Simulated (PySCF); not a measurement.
# C₅H₇NOSSi: electronic excitations

Wanted: the electronic excitations of C₅H₇NOSSi (`[SiH3]Nc1coccc1=S`), by calculation.

Programs: PySCF 2.14.0, with density-fitted response routines of our own. Each step states its level of theory. These are calculated values for one molecule in the gas phase, unless marked as measured. Atoms count from 0, in the outputs and in this text.

## 1. The starting structure

16 atoms, charge 0, multiplicity 1; geometry from: GFN2-xTB.

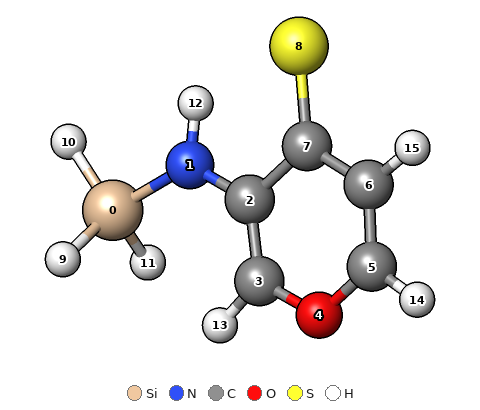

The starting geometry (silicon light orange, nitrogen blue, carbon grey, oxygen red, sulfur yellow, hydrogen white), atoms numbered.

## 2. Ultraviolet spectrum: B3LYP/def2-SVPD

Job settings and geometry (Å):

```
{"job": {"kind": "uv", "xc": "B3LYP", "basis": "def2-SVPD", "nstates": 8, "ntriplets": 3}, "charge": 0, "multiplicity": 1}
Si     2.796873     0.180638    -0.005941
N      1.264071    -0.352862     0.598959
C      0.015685    -0.095824     0.134652
C     -0.250351     0.676120    -0.957784
O     -1.495630     0.924450    -1.416206
C     -2.527892     0.393194    -0.764688
C     -2.394375    -0.386461     0.333078
C     -1.104105    -0.683689     0.849187
S     -0.848880    -1.640398     2.180782
H      2.840529     1.645433     0.014434
H      3.753356    -0.420865     0.913131
H      2.966310    -0.290292    -1.383465
H      1.199971    -0.952378     1.423271
H      0.513328     1.153484    -1.548771
H     -3.476700     0.652257    -1.210549
H     -3.259789    -0.793861     0.828502
```

With the program's defaults for keys left out, this is: TDDFT B3LYP/def2-SVPD, vertical, gas phase, core orbitals frozen in the response.

Launch:

```bash
> OMP_NUM_THREADS=1 python probes_run.py task.json out
```

This one command runs all jobs of the session in turn.

The log of the run:

```text
coarse grid: 15168 points
cycle   1  E = -1011.7854831609  dE =  1.541e+00  |g| = 5.583e-01  |ddm| = 9.306e+00
cycle   2  E = -1011.5566258410  dE =  2.289e-01  |g| = 1.018e+00  |ddm| = 3.062e+00
cycle   3  E = -1011.8439970035  dE = -2.874e-01  |g| = 2.925e-01  |ddm| = 2.324e+00
cycle   4  E = -1011.8663231869  dE = -2.233e-02  |g| = 9.840e-02  |ddm| = 6.164e-01
cycle   5  E = -1011.8683104790  dE = -1.987e-03  |g| = 3.495e-02  |ddm| = 1.803e-01
cycle   6  E = -1011.8685826804  dE = -2.722e-04  |g| = 1.370e-02  |ddm| = 1.111e-01
cycle   7  E = -1011.8686304013  dE = -4.772e-05  |g| = 3.720e-03  |ddm| = 3.712e-02
cycle   8  E = -1011.8686340035  dE = -3.602e-06  |g| = 8.954e-04  |ddm| = 9.842e-03
final grid: 139520 points
cycle   9  E = -1012.0012235306  dE = -4.106e-05  |g| = 4.434e-03  |ddm| = 2.098e-01
cycle  10  E = -1012.0012164185  dE =  7.112e-06  |g| = 6.808e-03  |ddm| = 2.121e-02
cycle  11  E = -1012.0012279269  dE = -1.151e-05  |g| = 1.088e-03  |ddm| = 1.351e-02
cycle  12  E = -1012.0012283009  dE = -3.740e-07  |g| = 4.139e-04  |ddm| = 3.052e-03
cycle  13  E = -1012.0012283387  dE = -3.785e-08  |g| = 1.644e-04  |ddm| = 9.203e-04
cycle  14  E = -1012.0012283434  dE = -4.628e-09  |g| = 7.741e-05  |ddm| = 3.656e-04
cycle  15  E = -1012.0012283451  dE = -1.738e-09  |g| = 1.340e-05  |ddm| = 2.033e-04
cycle  16  E = -1012.0012283451  dE = -4.638e-11  |g| = 5.022e-06  |ddm| = 5.518e-05
converged SCF energy = -1012.0012283451

Static polarisability (au): isotropic 126.741, principal 76.854 145.331 158.037

Singlet excitations
state   eV       nm        f      main configurations
  1   2.6638    465.4   0.00002   H->L 0.99
  2   3.6654    338.3   0.15979   H-1->L 0.86, H-2->L 0.09
  3   4.3832    282.9   0.00027   H->L+1 0.99
  4   4.4075    281.3   0.07278   H-2->L 0.67, H-1->L+1 0.25
  5   4.6154    268.6   0.11667   H-1->L+1 0.70, H-2->L 0.19
  6   5.2247    237.3   0.00054   H-1->L+2 0.96
  7   5.3842    230.3   0.02716   H->L+2 0.95
  8   5.6281    220.3   0.00368   H-1->L+3 0.94

Triplet excitations (Tamm-Dancoff, eV): 2.1963 2.3690 3.2082
```

It took 60 s on 1 thread of Arm Neoverse V1, shared host; peak memory 1.1 GiB.

The orbitals next to the gap, with their largest atomic shares:

| orbital | eV | atoms |
| --- | --- | --- |
| HOMO−3 | -9.04 | C6 20 %, C5 13 %, C7 11 % |
| HOMO−2 | -7.10 | N1 23 %, S8 18 %, C5 14 % |
| HOMO−1 | -6.10 | S8 31 %, C3 14 %, N1 13 % |
| HOMO | -6.08 | S8 73 %, C7 11 %, H12 4 % |
| LUMO | -2.30 | S8 26 %, C7 22 %, C3 13 % |
| LUMO+1 | -0.78 | C6 22 %, C5 18 %, C2 17 % |
| LUMO+2 | -0.06 | Si0 36 %, H10 11 %, H9 10 % |

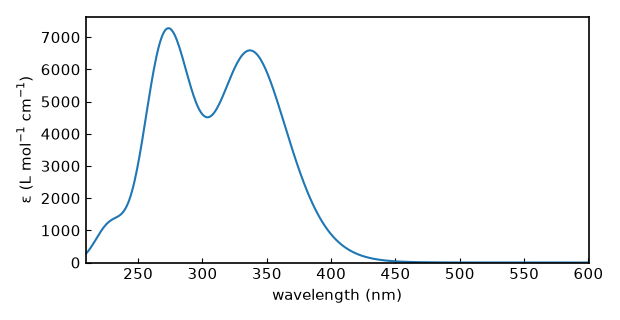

Absorption spectrum: each of the 8 states is a Gaussian band of 0.4 eV half-width at 1/e. Beyond the last state computed it falls off for lack of states.

Ground-state properties from the same run:

| property | computed |
| --- | --- |
| dipole moment (D) | 3.57 |
| polarisability (Å³) | 18.78 |
| HOMO–LUMO gap (eV) | 3.79 |
| −ε(HOMO) (eV) | 6.08 |

## 3. Summary of results

| quantity | value |
| --- | --- |
| lowest singlet (B3LYP/def2-SVPD) | 2.66 eV (465 nm), f = 0.000 |
| brightest single state of those computed | state 2, 3.67 eV, f = 0.160 |
| lowest triplet | 2.20 eV |

**Reading.** The first singlet state (HOMO→LUMO 0.99) lies at 2.66 eV and is dark; of the 8 states computed, the strongest absorption comes from state 2 at 3.67 eV. The lowest triplet lies 0.47 eV below the lowest singlet (triplets in Tamm-Dancoff, singlets in full TDDFT).
